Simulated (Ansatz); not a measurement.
# CH2F2 (difluoromethane) at r2SCANh-D3(BJ)/DZP (Dunning-Hay) (accuracy low)

Aim: the adiabatic singlet–triplet gap of CH2F2 (difluoromethane) at r2SCANh-D3(BJ)/DZP (Dunning-Hay) (accuracy low), from 2 runs. 

The calculation is run with Ansatz 0.2.0.

5 further runs of the same task are left out: 1 for a known fault of the program, 2 that didn't finish, 2 set aside as unsound or not needed.

**1. The structure to begin with**

The species is CH2F2 (5 atoms), meant as a singlet with charge 0. As SMILES, `FCF`. The coordinates come from a PBE0-D4/def2-TZVP relaxation. The run starts from this shape.

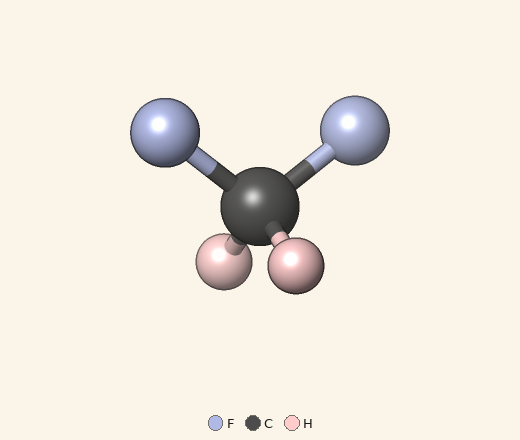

Viewed from a chosen angle; fluorine light blue, carbon dark grey, hydrogen pink.

**2. A structure relaxation at r2SCANh-D3(BJ)/DZP (Dunning-Hay) (accuracy low)**

File input.yaml:

```yaml
crystal:
  periodic: [false, false, false]
  atoms:
    - {symbol: F, position_ang: [-1.073300, 0.191200, 0.698300]}
    - {symbol: C, position_ang: [0.010100, -0.016900, -0.082300]}
    - {symbol: F, position_ang: [1.090500, -0.179200, 0.713200]}
    - {symbol: H, position_ang: [-0.142700, -0.932900, -0.659500]}
    - {symbol: H, position_ang: [0.165300, 0.864200, -0.711100]}
basis:
  gaussian:
    orbitals: DZP__Dunning-Hay_.json
hamiltonian:
  xc: {name: r2SCANh}
  dispersion: d3bj
accuracy: low
relax: {}
output: {orbitals: {seedname: orbitals}}
```

The basis set DZP (Dunning-Hay) is read from a file made from the Basis Set Exchange's data (not shown).

Launch:

```console
$ ansatz run input.yaml --threads 1 --pin off --max-ram 2610MiB --events-out events.jsonl --progress --plain --runs-dir runs
```

Output, cut to the lines that bear on the results:

```text
Warning: the engine holds no damping parameters fitted to this dispersion correction and functional, so the run takes those fitted to r2scanh beside the three-body term, which d3bj leaves out (hamiltonian.dispersion, under Limitations)
Warning: RAYON_NUM_THREADS=1 ignored (pool sized by the plan → 1); use --threads N
[...]
Functional definition: r2SCANh
  name "r2SCANh"
[...]
569 factors; integrals over basis functions are off by at most 2.3e-4 eV
[...]
mean field -6501.64932171 eV, -238.9312055965 hartree, gradient 3.7e-5 eV, S^2 0.000000; 0 other end points of the search recorded, 0 dependent functions left out
[...]
reference -6501.64932542 eV, -238.9312057329 hartree; 13, 13 occupied and 42, 42 virtual orbitals, 569 factors
relax step   1: F+E_penalty+E_count = -6501.65875648 eV  Δ(F+E_penalty+E_count) = +0.000e0 eV  max|allowed force component| = 3.045e-1 eV/Å  Δτ_max = 0.0000 Å  (21 SCF iters, accepted)
[...]
relax step   3: F+E_penalty+E_count = -6501.66192371 eV  Δ(F+E_penalty+E_count) = -5.190e-4 eV  max|allowed force component| = 2.380e-2 eV/Å  Δτ_max = 0.0024 Å  (19 SCF iters, accepted)
[...]
relax step   4: F+E_penalty+E_count = -6501.66193279 eV  Δ(F+E_penalty+E_count) = -9.082e-6 eV  max|allowed force component| = 7.112e-4 eV/Å  Δτ_max = 0.0005 Å  (16 SCF iters, accepted)
569 factors; integrals over basis functions are off by at most 2.4e-4 eV
[...]
mean field -6501.65249881 eV, -238.9313223530 hartree, gradient 2.7e-5 eV, S^2 0.000000; 1 other end points of the search recorded, 0 dependent functions left out
[...]
reference -6501.65250253 eV, -238.9313224896 hartree; 13, 13 occupied and 42, 42 virtual orbitals, 569 factors
Total energy: -6501.66193651 eV, -238.9316691819 hartree
Atom 0 at    -1.079269     0.192317     0.701300 Å, force    -0.000254     0.000022    -0.000634 eV/Å
Atom 1 at     0.010128    -0.016946    -0.084958 Å, force     0.000009     0.000018    -0.000148 eV/Å
Atom 2 at     1.096467    -0.180133     0.716302 Å, force     0.000252    -0.000064    -0.000632 eV/Å
Atom 3 at    -0.143217    -0.935943    -0.661155 Å, force    -0.000045    -0.000232     0.000711 eV/Å
Atom 4 at     0.165792     0.867105    -0.712889 Å, force     0.000038     0.000256     0.000704 eV/Å
Dipole moment:     0.000797    -0.012004    -0.413606 e Å
```

It took 4.8 s on 1 thread of Intel Xeon 6975P-C (Granite Rapids), shared host; peak memory 0.13 GiB.

Step by step:

```csv
step,energy from the first frame kept (eV),largest force (eV/Å)
1,0.0000,0.3685
2,-0.0026,0.1643
3,-0.0032,0.0238
4,-0.0032,0.0008
```

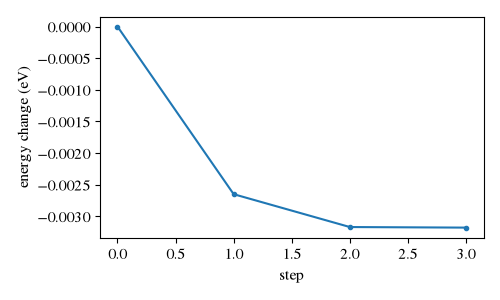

Energy along the run.

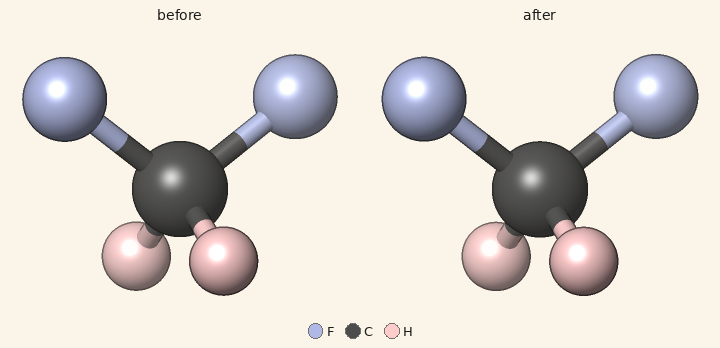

Before and after, at one scale.

After the run. Bond lengths: F1–C2 1.360 Å, C2–F3 1.360 Å, C2–H4 1.095 Å, C2–H5 1.095 Å. Angles: F1–C2–F3 108.5°, F1–C2–H4 108.7°, F1–C2–H5 108.7°, F3–C2–H4 108.7°, F3–C2–H5 108.7°, H4–C2–H5 113.3°.

**3. The triplet**

input.yaml: that of step 2 with these lines changed.

```diff
@@ -11,2 +11,5 @@
     orbitals: DZP__Dunning-Hay_.json
+magnetization:
+  spin_polarized: true
+  initial_magnetization: 2
 hamiltonian:
```

The basis set DZP (Dunning-Hay) is read from a file made from the Basis Set Exchange's data (not shown).

Launch:

```console
$ ansatz run input.yaml --threads 1 --pin off --max-ram 2610MiB --events-out events.jsonl --progress --plain --runs-dir runs
```

Output, cut to the lines that bear on the results:

```text
Warning: the engine holds no damping parameters fitted to this dispersion correction and functional, so the run takes those fitted to r2scanh beside the three-body term, which d3bj leaves out (hamiltonian.dispersion, under Limitations)
Warning: RAYON_NUM_THREADS=1 ignored (pool sized by the plan → 1); use --threads N
[...]
Functional definition: r2SCANh
  name "r2SCANh"
[...]
569 factors; integrals over basis functions are off by at most 2.3e-4 eV
[...]
mean field -6491.57972640 eV, -238.5611547946 hartree, gradient 1.1e-5 eV, S^2 2.004230; 4 other end points of the search recorded, 0 dependent functions left out
[...]
reference -6491.57973268 eV, -238.5611550253 hartree; 14, 12 occupied and 41, 43 virtual orbitals, 569 factors
relax step   1: F+E_penalty+E_count = -6491.58916118 eV  Δ(F+E_penalty+E_count) = +0.000e0 eV  max|allowed force component| = 7.262e0 eV/Å  Δτ_max = 0.0000 Å  (71 SCF iters, accepted)
[...]
relax step  37: F+E_penalty+E_count = -6496.71083033 eV  Δ(F+E_penalty+E_count) = -1.793e-5 eV  max|allowed force component| = 6.748e-3 eV/Å  Δτ_max = 0.0039 Å  (91 SCF iters, accepted)
570 factors; integrals over basis functions are off by at most 5.2e-4 eV
[...]
mean field -6496.70032525 eV, -238.7493333314 hartree, gradient 1.8e-6 eV, S^2 2.007726; 5 other end points of the search recorded, 0 dependent functions left out
[...]
reference -6496.70033074 eV, -238.7493335331 hartree; 14, 12 occupied and 41, 43 virtual orbitals, 570 factors
Total energy: -6496.71083582 eV, -238.7497195876 hartree
Atom 0 at    -0.424447    -0.520558     0.706529 Å, force     0.002010    -0.001225     0.004306 eV/Å
Atom 1 at    -0.189786    -0.201490    -0.586125 Å, force    -0.006748     0.002763    -0.000441 eV/Å
Atom 2 at     1.166358     0.493499     1.819584 Å, force     0.000038    -0.000254     0.000200 eV/Å
Atom 3 at    -1.000859    -0.467637    -1.254465 Å, force     0.004111     0.000189    -0.002267 eV/Å
Atom 4 at     0.498636     0.622586    -0.726923 Å, force     0.000588    -0.001472    -0.001799 eV/Å
Dipole moment:    -0.092804     0.088952    -0.376317 e Å
```

Run time: 100 s. Hardware: 1 thread of Intel Xeon 6975P-C (Granite Rapids), shared host; peak memory 0.17 GiB.

The path in brief:

```csv
step,energy from the first frame kept (eV),largest force (eV/Å)
1,0.0000,7.2652
3,-1.6669,6.0451
5,-3.0148,1.3023
7,-3.6128,4.5587
9,-4.3841,2.3433
11,-4.9898,2.3555
13,-5.0845,0.0421
15,-5.0799,0.4238
17,-5.0896,0.0216
19,-5.0897,0.0122
21,-5.0900,0.0288
23,-5.0911,0.0696
25,-5.0827,0.8274
27,-5.0981,0.3142
29,-5.1090,0.3297
31,-5.1196,0.0387
33,-5.1201,0.0236
35,-5.1214,0.1227
37,-5.1217,0.0073
```

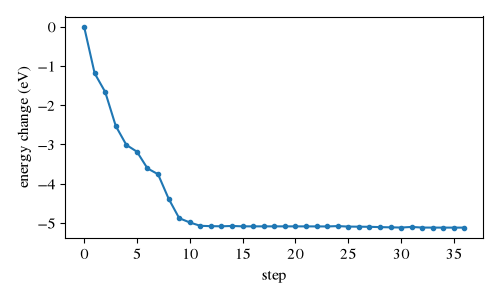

Energy along the run.

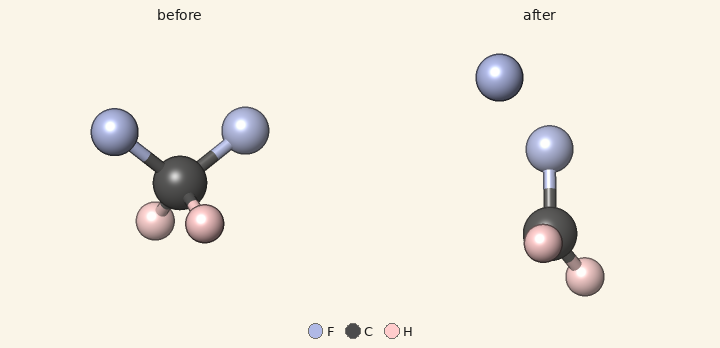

Before and after, at one scale.

After the run. Bond lengths: F1–C2 1.352 Å, C2–H4 1.084 Å, C2–H5 1.083 Å. Angles: F1–C2–H4 113.7°, F1–C2–H5 114.5°, H4–C2–H5 125.6°.

**4. Summary of results**

Level: r2SCANh-D3(BJ)/DZP (Dunning-Hay) (accuracy low).

```
                                                              quantity          value
                                      singlet: total energy at the end  -238.93167 Eh
                                                singlet: dipole moment         1.99 D
                                                  singlet: HOMO energy       -9.04 eV
                                                  singlet: LUMO energy        2.79 eV
                                                singlet: HOMO–LUMO gap       11.83 eV
                                            singlet: dispersion energy   -0.91 kJ/mol
                                      triplet: total energy at the end  -238.74972 Eh
                                                triplet: dipole moment         1.91 D
                           triplet: HOMO energy (highest over α and β)       -6.23 eV
                            triplet: LUMO energy (lowest over α and β)       -6.06 eV
                                            triplet: dispersion energy   -1.01 kJ/mol
                                                         triplet: ⟨S²⟩          2.008
adiabatic energy of the triplet above the singlet (no zero-point term)       4.951 eV
```

**Reading.** The adiabatic energy of the triplet above the singlet (no zero-point term) is 4.95 eV (114 kcal/mol). The second species lost a bond as it relaxed, so this leads to another structure. The optimisation (singlet) took 3 steps and changed the energy by -0.003 eV. The accuracy setting (singlet) is loose, so the last digits carry no meaning. The optimisation (triplet) took 36 steps and changed the energy by -5.122 eV. Bonds broke or formed on the way. Mulliken charges (triplet) run from -0.18 on F1 to +0.17 on H5.
